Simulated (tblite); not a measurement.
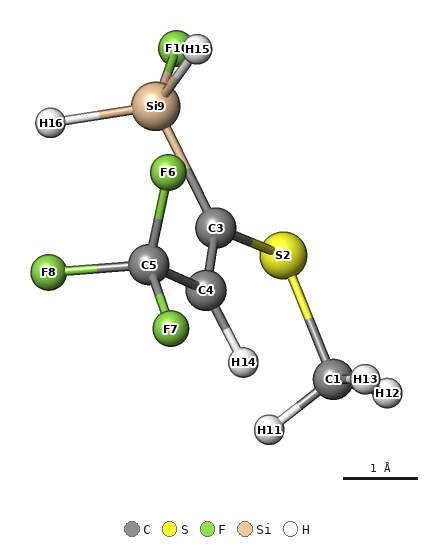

The input geometry (ball-and-stick view, seen at a tilt; atoms are numbered from 1 in the order of the input). Bond lengths as drawn: C–C 1.33 to 1.50 Å, C–F 1.36 to 1.40 Å, C–H 1.10 to 1.11 Å, C–S 1.78 to 1.84 Å, C–Si 1.85 Å, F–Si 1.69 Å and H–Si 1.46 Å.

Geometry relaxation, with input and output: C$_{4}$H$_{6}$F$_{4}$SSi (part 1 of 2)

C$_{4}$H$_{6}$F$_{4}$SSi, computed with GFN2-xTB geometry optimisation, gas phase (tblite 0.8.0).

It belongs to a series of runs on one base structure; here: H on C replaced by CF3.

Input file:
```
{"job": {"kind": "relax", "xc": "GFN2-xTB", "basis": "xTB"}, "charge": 0, "multiplicity": 1}
C      2.823900    -0.257300    -0.137700
S      1.709500     1.184900     0.104000
C      0.055900     0.517600     0.083000
C     -0.209700    -0.770100    -0.108800
C     -1.618000    -1.300000    -0.116400
F     -2.371800    -0.787000     0.890800
F     -1.615700    -2.666600     0.025000
F     -2.204100    -0.974700    -1.343300
Si    -1.319500     1.732800     0.309000
F     -0.649700     3.284000     0.428100
H      2.679000    -0.573500    -1.194600
H      3.851200     0.079200     0.069500
H      2.464600    -1.033600     0.551600
H      0.637500    -1.472500    -0.235700
H     -2.056200     1.404800     1.531900
H     -2.184400     1.641000    -0.867800
```

The first line tells a small driver script what to run in tblite; the rest is the geometry in Å.

Command:
```bash
OMP_NUM_THREADS=1 python <driver script> task.json out
```

What the program printed:
```
step      E/eV     max force
  0    -967.56923    2.216
  1    -967.82294    1.061
  2    -967.93328    1.124
  3    -967.96673    0.575
  4    -967.99691    0.406
  5    -968.01041    0.353
  6    -968.02956    0.341
  7    -968.03940    0.236
  8    -968.04760    0.281
  9    -968.05351    0.235
 10    -968.05837    0.208
 11    -968.06154    0.153
 12    -968.06391    0.143
 13    -968.06638    0.158
 14    -968.06977    0.195
 15    -968.07352    0.188
 16    -968.07632    0.101
 17    -968.07783    0.085
 18    -968.07874    0.071
 19    -968.07961    0.078
 20    -968.08069    0.086
 21    -968.08195    0.119
 22    -968.08319    0.109
 23    -968.08423    0.076
 24    -968.08508    0.070
 25    -968.08576    0.062
 26    -968.08623    0.048
 27    -968.08649    0.031
 28    -968.08664    0.033
 29    -968.08681    0.035
 30    -968.08707    0.049
 31    -968.08742    0.057
 32    -968.08783    0.055
 33    -968.08824    0.059
 34    -968.08867    0.060
 35    -968.08916    0.064
 36    -968.08965    0.056
 37    -968.09008    0.043
 38    -968.09046    0.046
 39    -968.09085    0.051
 40    -968.09123    0.048
 41    -968.09154    0.040
 42    -968.09176    0.038
 43    -968.09197    0.040
 44    -968.09224    0.045
 45    -968.09251    0.038
 46    -968.09272    0.033
 47    -968.09288    0.031
 48    -968.09306    0.043
 49    -968.09327    0.040
 50    -968.09343    0.024
 51    -968.09351    0.022
 52    -968.09356    0.017
 53    -968.09360    0.017
 54    -968.09364    0.013
 55    -968.09366    0.012
 56    -968.09369    0.011
 57    -968.09371    0.014
 58    -968.09376    0.018
 59    -968.09383    0.021
 60    -968.09390    0.023
 61    -968.09395    0.016
 62    -968.09399    0.015
 63    -968.09403    0.018
 64    -968.09408    0.018
 65    -968.09416    0.023
 66    -968.09424    0.031
 67    -968.09432    0.026
 68    -968.09438    0.020
 69    -968.09442    0.020
 70    -968.09447    0.024
 71    -968.09454    0.035
 72    -968.09463    0.035
 73    -968.09471    0.022
 74    -968.09476    0.015
 75    -968.09479    0.017
 76    -968.09483    0.018
 77    -968.09488    0.018
 78    -968.09492    0.015
 79    -968.09495    0.012
 80    -968.09497    0.010
 81    -968.09500    0.012
 82    -968.09502    0.009
```

Trajectory as extended XYZ (Å, eV, eV/Å), 30 of the 83 frames kept, from step=0 to step=82:
```
16
Properties=species:S:1:pos:R:3:forces:R:3 step=0 energy=-967.56923
C     2.8239   -0.2573   -0.1377   -0.6250  -0.0560  -0.4530
S     1.7095    1.1849    0.1040   -0.4900  -0.2650   0.0710
C     0.0559    0.5176    0.0830    1.4160   0.2010  -0.0730
C    -0.2097   -0.7701   -0.1088    0.6890  -0.8740   0.1250
C    -1.6180   -1.3000   -0.1164    0.8610  -0.3010  -0.5050
F    -2.3718   -0.7870    0.8908    0.0940  -0.7650  -1.0310
F    -1.6157   -2.6666    0.0250   -0.3970   1.3870  -0.3200
F    -2.2041   -0.9747   -1.3433    0.0800  -0.6570   1.5630
Si   -1.3195    1.7328    0.3090   -0.5120   2.1320   0.3210
F    -0.6497    3.2840    0.4281   -0.8080  -1.8310  -0.1630
H     2.6790   -0.5735   -1.1946    0.4060   0.0910   0.7550
H     3.8512    0.0792    0.0695   -0.6410  -0.2410  -0.1160
H     2.4646   -1.0336    0.5516    0.5540   0.2180  -0.1990
H     0.6375   -1.4725   -0.2357   -1.1290   0.1050  -0.0260
H    -2.0562    1.4048    1.5319    0.3070   0.5470  -0.0250
H    -2.1844    1.6410   -0.8678    0.1940   0.3100   0.0760
16
Properties=species:S:1:pos:R:3:forces:R:3 step=3 energy=-967.96673
C     2.7989   -0.2521   -0.1454   -0.2030   0.0700   0.0440
S     1.6966    1.1774    0.1078    0.0620   0.1630   0.0660
C     0.0870    0.5255    0.0808   -0.2430   0.0080   0.0160
C    -0.1856   -0.7758   -0.0976    0.1670   0.3790   0.1330
C    -1.5727   -1.2999   -0.1311    0.1130   0.0630   0.1240
F    -2.3694   -0.8177    0.8480   -0.0240  -0.0140  -0.0440
F    -1.6308   -2.6260    0.0087    0.1290  -0.2140  -0.1520
F    -2.2058   -1.0028   -1.2848   -0.1090  -0.0610  -0.0820
Si   -1.3381    1.7790    0.3164   -0.0640  -0.5660  -0.0770
F    -0.6772    3.2272    0.4223    0.0020   0.1560  -0.0140
H     2.6968   -0.5749   -1.1739    0.1000  -0.1130  -0.0860
H     3.8173    0.0687    0.0629   -0.1840   0.0420  -0.0280
H     2.4908   -1.0280    0.5449    0.1780  -0.1140   0.0660
H     0.5997   -1.4882   -0.2405   -0.0530  -0.4460  -0.0940
H    -2.0409    1.4362    1.5340    0.0940   0.3740   0.2080
H    -2.1742    1.6605   -0.8642    0.0350   0.2710  -0.0800
16
Properties=species:S:1:pos:R:3:forces:R:3 step=6 energy=-968.02956
C     2.7721   -0.2475   -0.1450    0.1030  -0.0800  -0.0150
S     1.6956    1.1955    0.1172   -0.0280  -0.0840  -0.0020
C     0.0861    0.5364    0.0841    0.1260  -0.3170  -0.0010
C    -0.1663   -0.7691   -0.0852   -0.1510  -0.1860  -0.0730
C    -1.5566   -1.2995   -0.1272   -0.1360  -0.0860  -0.1000
F    -2.3704   -0.8263    0.8378    0.0490  -0.0190   0.1140
F    -1.6100   -2.6351   -0.0140    0.2020   0.0260  -0.0030
F    -2.2122   -1.0160   -1.2796    0.1280   0.0450  -0.0690
Si   -1.3488    1.7498    0.3134   -0.0960   0.1960   0.0570
F    -0.6922    3.2141    0.4169   -0.0590  -0.0760  -0.0440
H     2.7106   -0.5883   -1.1759   -0.1070   0.0030   0.0540
H     3.7866    0.0759    0.0582    0.0290   0.1550   0.0070
H     2.5176   -1.0403    0.5515   -0.0480   0.0170   0.0010
H     0.5764   -1.5364   -0.2513   -0.0460   0.0830   0.0170
H    -2.0258    1.4942    1.5663    0.0480   0.1940   0.1280
H    -2.1702    1.7015   -0.8787   -0.0160   0.1310  -0.0710
16
Properties=species:S:1:pos:R:3:forces:R:3 step=8 energy=-968.04760
C     2.7690   -0.2507   -0.1450    0.1110   0.0070   0.0360
S     1.6936    1.1975    0.1209   -0.0620  -0.2730  -0.0290
C     0.0901    0.5237    0.0863   -0.1380  -0.0610   0.0320
C    -0.1690   -0.7793   -0.0857   -0.0870  -0.0740  -0.0730
C    -1.5611   -1.3051   -0.1306    0.0800   0.0130  -0.0430
F    -2.3679   -0.8295    0.8435    0.0520  -0.1350  -0.0480
F    -1.5872   -2.6406   -0.0230   -0.0060   0.0170   0.0190
F    -2.2069   -1.0168   -1.2862    0.0450   0.0020   0.0260
Si   -1.3558    1.7468    0.3151   -0.0650  -0.0360   0.0170
F    -0.7011    3.2066    0.4119    0.0470   0.1010  -0.0390
H     2.7082   -0.5940   -1.1750   -0.1130   0.0200   0.0620
H     3.7778    0.0899    0.0570    0.0710   0.0950  -0.0080
H     2.5242   -1.0450    0.5551   -0.0560   0.0690  -0.0260
H     0.5661   -1.5513   -0.2546    0.0150   0.0620   0.0150
H    -2.0174    1.5300    1.5890    0.0650   0.1250  -0.0010
H    -2.1704    1.7266   -0.8900    0.0400   0.0670   0.0600
16
Properties=species:S:1:pos:R:3:forces:R:3 step=11 energy=-968.06154
C     2.7769   -0.2529   -0.1421   -0.0260   0.0130   0.0120
S     1.6828    1.1745    0.1219   -0.0760   0.0530   0.0400
C     0.0779    0.5090    0.0912   -0.0870   0.0770   0.0080
C    -0.1760   -0.7911   -0.0932    0.0640   0.0420  -0.0010
C    -1.5587   -1.3122   -0.1369    0.0120  -0.0790   0.0030
F    -2.3616   -0.8457    0.8434   -0.0180  -0.0600  -0.0340
F    -1.5728   -2.6460   -0.0285   -0.1050  -0.1060  -0.0320
F    -2.2002   -1.0171   -1.2904   -0.0610  -0.0310  -0.0070
Si   -1.3626    1.7465    0.3184    0.0730   0.0500   0.0090
F    -0.7033    3.2085    0.4029    0.0530   0.0360  -0.0450
H     2.6952   -0.5966   -1.1685   -0.0010  -0.0150  -0.0060
H     3.7800    0.1102    0.0550    0.0130  -0.0030  -0.0290
H     2.5242   -1.0426    0.5569    0.0440  -0.0110   0.0450
H     0.5625   -1.5569   -0.2560    0.0820  -0.0140  -0.0140
H    -2.0048    1.5694    1.6067    0.0240   0.0390  -0.0050
H    -2.1672    1.7520   -0.8922    0.0080   0.0110   0.0580
16
Properties=species:S:1:pos:R:3:forces:R:3 step=14 energy=-968.06977
C     2.7765   -0.2513   -0.1381   -0.0650   0.0240   0.0010
S     1.6659    1.1683    0.1295    0.0720   0.1080   0.0410
C     0.0604    0.5074    0.0947    0.1360  -0.1360  -0.0350
C    -0.1738   -0.7961   -0.0983   -0.0890  -0.0940   0.0120
C    -1.5548   -1.3292   -0.1425   -0.0930  -0.0530  -0.0370
F    -2.3599   -0.8673    0.8371   -0.0040   0.0090   0.0500
F    -1.5808   -2.6646   -0.0387    0.0040  -0.0200  -0.0640
F    -2.2046   -1.0245   -1.2916    0.0110  -0.0570  -0.0120
Si   -1.3592    1.7565    0.3230   -0.0130   0.1050   0.0230
F    -0.6944    3.2169    0.3892    0.0750   0.0310  -0.0350
H     2.6868   -0.6002   -1.1634    0.0120   0.0070   0.0300
H     3.7806    0.1220    0.0481   -0.0870  -0.0220  -0.0320
H     2.5331   -1.0416    0.5650    0.0700   0.0170   0.0310
H     0.5723   -1.5596   -0.2589    0.0150   0.0980   0.0010
H    -1.9920    1.6018    1.6169    0.0000  -0.0040   0.0230
H    -2.1639    1.7703   -0.8833   -0.0430  -0.0100   0.0010
16
Properties=species:S:1:pos:R:3:forces:R:3 step=17 energy=-968.07783
C     2.7686   -0.2459   -0.1323   -0.0120   0.0120   0.0090
S     1.6536    1.1703    0.1434    0.0310  -0.0790   0.0040
C     0.0505    0.4945    0.0958    0.0120   0.0140   0.0060
C    -0.1803   -0.8103   -0.1025   -0.0320   0.0170   0.0190
C    -1.5605   -1.3545   -0.1517   -0.0040   0.0470   0.0060
F    -2.3588   -0.8927    0.8357   -0.0060  -0.0160   0.0140
F    -1.5899   -2.6908   -0.0590    0.0420   0.0390  -0.0380
F    -2.2101   -1.0405   -1.2967   -0.0100  -0.0410  -0.0200
Si   -1.3526    1.7759    0.3299    0.0340  -0.0480  -0.0200
F    -0.6730    3.2317    0.3682    0.0670  -0.0180  -0.0190
H     2.6771   -0.6035   -1.1544   -0.0370   0.0210   0.0250
H     3.7718    0.1342    0.0359   -0.0310   0.0180  -0.0100
H     2.5519   -1.0376    0.5791    0.0190   0.0480   0.0180
H     0.5862   -1.5530   -0.2627   -0.0540   0.0210  -0.0030
H    -1.9765    1.6402    1.6319    0.0170  -0.0160  -0.0100
H    -2.1656    1.7909   -0.8720   -0.0380  -0.0180   0.0200
16
Properties=species:S:1:pos:R:3:forces:R:3 step=20 energy=-968.08069
C     2.7652   -0.2438   -0.1298    0.0350  -0.0300   0.0030
S     1.6541    1.1640    0.1487   -0.0460   0.0670   0.0270
C     0.0510    0.4922    0.0968   -0.0360   0.0490   0.0150
C    -0.1863   -0.8108   -0.1010    0.0300   0.0560  -0.0130
C    -1.5641   -1.3559   -0.1540    0.0070  -0.0060  -0.0090
F    -2.3603   -0.9011    0.8376   -0.0330  -0.0130  -0.0260
F    -1.5858   -2.6926   -0.0696    0.0340  -0.0100   0.0150
F    -2.2135   -1.0500   -1.3009   -0.0290   0.0330   0.0030
Si   -1.3461    1.7773    0.3292   -0.0020   0.0160  -0.0050
F    -0.6571    3.2309    0.3594    0.0340  -0.0680  -0.0200
H     2.6690   -0.6021   -1.1493   -0.0370  -0.0250  -0.0260
H     3.7659    0.1404    0.0310    0.0510   0.0390  -0.0090
H     2.5598   -1.0309    0.5868   -0.0060  -0.0300   0.0450
H     0.5822   -1.5482   -0.2642   -0.0240  -0.0490  -0.0060
H    -1.9696    1.6467    1.6335    0.0320  -0.0120  -0.0300
H    -2.1720    1.7926   -0.8655   -0.0110  -0.0190   0.0360
16
Properties=species:S:1:pos:R:3:forces:R:3 step=23 energy=-968.08423
C     2.7637   -0.2430   -0.1240    0.0010   0.0270   0.0170
S     1.6470    1.1626    0.1628    0.0260   0.0550   0.0190
C     0.0448    0.4938    0.1008    0.0270  -0.0370  -0.0150
C    -0.1924   -0.8075   -0.1025   -0.0100  -0.0360  -0.0510
C    -1.5674   -1.3618   -0.1607   -0.0070  -0.0140  -0.0200
F    -2.3672   -0.9212    0.8344   -0.0230  -0.0030  -0.0370
F    -1.5741   -2.6999   -0.0864    0.0310  -0.0030   0.0410
F    -2.2232   -1.0610   -1.3061    0.0030   0.0710   0.0260
Si   -1.3386    1.7829    0.3286   -0.0600   0.0320   0.0110
F    -0.6246    3.2222    0.3395    0.0300  -0.0020  -0.0160
H     2.6492   -0.6047   -1.1422   -0.0060  -0.0280   0.0490
H     3.7622    0.1579    0.0195    0.0110  -0.0160  -0.0310
H     2.5744   -1.0239    0.6062    0.0080  -0.0040  -0.0210
H     0.5730   -1.5487   -0.2680    0.0020  -0.0100   0.0090
H    -1.9510    1.6637    1.6359   -0.0020  -0.0150   0.0350
H    -2.1836    1.7974   -0.8493   -0.0300  -0.0170  -0.0160
16
Properties=species:S:1:pos:R:3:forces:R:3 step=25 energy=-968.08576
C     2.7637   -0.2410   -0.1203   -0.0220   0.0430   0.0160
S     1.6453    1.1664    0.1700    0.0180  -0.0470   0.0000
C     0.0433    0.4932    0.1017    0.0090  -0.0060  -0.0210
C    -0.1947   -0.8074   -0.1069    0.0020  -0.0140  -0.0210
C    -1.5689   -1.3648   -0.1647    0.0070   0.0180   0.0010
F    -2.3720   -0.9294    0.8301   -0.0040   0.0010  -0.0090
F    -1.5664   -2.7031   -0.0899   -0.0030   0.0140   0.0080
F    -2.2274   -1.0595   -1.3065    0.0070   0.0260  -0.0020
Si   -1.3396    1.7866    0.3289   -0.0010  -0.0270   0.0010
F    -0.6094    3.2174    0.3302    0.0110   0.0160  -0.0140
H     2.6404   -0.6083   -1.1362   -0.0010  -0.0050   0.0620
H     3.7623    0.1643    0.0127   -0.0060  -0.0360  -0.0280
H     2.5807   -1.0218    0.6128    0.0150   0.0320  -0.0290
H     0.5691   -1.5511   -0.2689    0.0170   0.0010   0.0070
H    -1.9434    1.6694    1.6394   -0.0140  -0.0080   0.0500
H    -2.1907    1.7980   -0.8439   -0.0340  -0.0100  -0.0220
16
Properties=species:S:1:pos:R:3:forces:R:3 step=28 energy=-968.08664
C     2.7627   -0.2374   -0.1176    0.0070  -0.0110   0.0010
S     1.6459    1.1660    0.1735   -0.0150   0.0060   0.0060
C     0.0439    0.4931    0.0998   -0.0070   0.0050  -0.0130
C    -0.1951   -0.8071   -0.1104    0.0120   0.0040   0.0070
C    -1.5692   -1.3635   -0.1663    0.0030   0.0100  -0.0020
F    -2.3750   -0.9315    0.8277    0.0130   0.0160   0.0090
F    -1.5633   -2.7019   -0.0902   -0.0210   0.0110  -0.0170
F    -2.2287   -1.0558   -1.3069    0.0090   0.0000  -0.0120
Si   -1.3402    1.7863    0.3289   -0.0020  -0.0140   0.0040
F    -0.6019    3.2146    0.3251   -0.0250  -0.0190  -0.0110
H     2.6360   -0.6105   -1.1291   -0.0130  -0.0080  -0.0060
H     3.7632    0.1636    0.0072    0.0130  -0.0070  -0.0120
H     2.5841   -1.0185    0.6144    0.0060   0.0050   0.0270
H     0.5685   -1.5518   -0.2685    0.0150   0.0000   0.0020
H    -1.9414    1.6682    1.6434    0.0080   0.0040   0.0010
H    -2.1971    1.7952   -0.8424   -0.0040  -0.0030   0.0170
16
Properties=species:S:1:pos:R:3:forces:R:3 step=31 energy=-968.08742
C     2.7623   -0.2356   -0.1141    0.0130  -0.0290  -0.0060
S     1.6430    1.1652    0.1790    0.0340   0.0450  -0.0040
C     0.0424    0.4933    0.0950    0.0240  -0.0240   0.0190
C    -0.1933   -0.8075   -0.1125   -0.0150  -0.0210  -0.0020
C    -1.5687   -1.3612   -0.1692   -0.0040  -0.0220  -0.0200
F    -2.3740   -0.9316    0.8269    0.0260   0.0280  -0.0180
F    -1.5661   -2.6994   -0.0966   -0.0070  -0.0150  -0.0050
F    -2.2279   -1.0533   -1.3105    0.0110   0.0250   0.0100
Si   -1.3410    1.7828    0.3303   -0.0370   0.0150   0.0070
F    -0.5990    3.2088    0.3156   -0.0240  -0.0020  -0.0050
H     2.6272   -0.6146   -1.1220   -0.0200  -0.0120  -0.0190
H     3.7658    0.1621   -0.0023   -0.0070   0.0210   0.0000
H     2.5909   -1.0127    0.6233    0.0020  -0.0100   0.0350
H     0.5719   -1.5519   -0.2677   -0.0120   0.0100   0.0050
H    -1.9360    1.6712    1.6493    0.0210   0.0000  -0.0190
H    -2.2051    1.7933   -0.8359   -0.0040  -0.0100   0.0210
16
Properties=species:S:1:pos:R:3:forces:R:3 step=34 energy=-968.08867
C     2.7632   -0.2368   -0.1094   -0.0160   0.0040   0.0030
S     1.6444    1.1690    0.1853    0.0250  -0.0450  -0.0310
C     0.0442    0.4924    0.0901    0.0170   0.0060   0.0560
C    -0.1903   -0.8090   -0.1157    0.0110   0.0120  -0.0010
C    -1.5673   -1.3577   -0.1756    0.0170  -0.0060  -0.0050
F    -2.3680   -0.9234    0.8230    0.0090   0.0080  -0.0290
F    -1.5723   -2.6954   -0.1057   -0.0110  -0.0180   0.0000
F    -2.2239   -1.0427   -1.3154   -0.0050   0.0210   0.0020
Si   -1.3469    1.7753    0.3325    0.0360  -0.0050  -0.0140
F    -0.6023    3.1987    0.3012   -0.0120   0.0450   0.0010
H     2.6113   -0.6237   -1.1130   -0.0100  -0.0120   0.0240
H     3.7695    0.1605   -0.0173   -0.0330   0.0220   0.0020
H     2.6008   -1.0047    0.6413    0.0070   0.0100  -0.0110
H     0.5760   -1.5525   -0.2653   -0.0100  -0.0120  -0.0030
H    -1.9263    1.6724    1.6573    0.0050  -0.0090   0.0120
H    -2.2197    1.7864   -0.8247   -0.0300  -0.0220  -0.0060
16
Properties=species:S:1:pos:R:3:forces:R:3 step=37 energy=-968.09008
C     2.7627   -0.2389   -0.1050   -0.0060   0.0070   0.0010
S     1.6501    1.1686    0.1864   -0.0430  -0.0060  -0.0020
C     0.0496    0.4915    0.0940   -0.0180   0.0000   0.0110
C    -0.1858   -0.8092   -0.1186    0.0220   0.0020   0.0080
C    -1.5637   -1.3546   -0.1830   -0.0010   0.0340   0.0090
F    -2.3602   -0.9123    0.8150   -0.0270  -0.0170   0.0170
F    -1.5813   -2.6929   -0.1150    0.0080   0.0380  -0.0110
F    -2.2200   -1.0285   -1.3200    0.0100  -0.0120  -0.0240
Si   -1.3482    1.7689    0.3330    0.0310   0.0170  -0.0010
F    -0.6093    3.1956    0.2874   -0.0190   0.0300  -0.0020
H     2.5935   -0.6352   -1.1017    0.0120  -0.0330   0.0180
H     3.7685    0.1623   -0.0316   -0.0070   0.0090  -0.0050
H     2.6113   -0.9958    0.6587    0.0060  -0.0070  -0.0170
H     0.5790   -1.5540   -0.2632    0.0150  -0.0300  -0.0130
H    -1.9153    1.6698    1.6644    0.0120  -0.0040  -0.0010
H    -2.2385    1.7737   -0.8125    0.0040  -0.0280   0.0140
16
Properties=species:S:1:pos:R:3:forces:R:3 step=40 energy=-968.09123
C     2.7606   -0.2389   -0.1001    0.0070  -0.0090  -0.0050
S     1.6479    1.1671    0.1893    0.0080   0.0390   0.0150
C     0.0506    0.4894    0.0987   -0.0010  -0.0160  -0.0330
C    -0.1805   -0.8108   -0.1203   -0.0330  -0.0220   0.0120
C    -1.5613   -1.3493   -0.1894   -0.0190  -0.0060  -0.0030
F    -2.3581   -0.9091    0.8096   -0.0170   0.0010   0.0010
F    -1.5867   -2.6872   -0.1269    0.0240   0.0030  -0.0020
F    -2.2156   -1.0197   -1.3273    0.0280   0.0110  -0.0010
Si   -1.3452    1.7677    0.3342   -0.0330   0.0200   0.0200
F    -0.6144    3.1982    0.2722   -0.0200   0.0080  -0.0050
H     2.5784   -0.6508   -1.0876    0.0170  -0.0210  -0.0090
H     3.7654    0.1673   -0.0465    0.0010   0.0050  -0.0050
H     2.6237   -0.9884    0.6730    0.0020  -0.0100   0.0090
H     0.5831   -1.5590   -0.2639   -0.0220   0.0160  -0.0040
H    -1.9012    1.6717    1.6717    0.0230   0.0050  -0.0140
H    -2.2542    1.7606   -0.7980    0.0340  -0.0230   0.0250
```
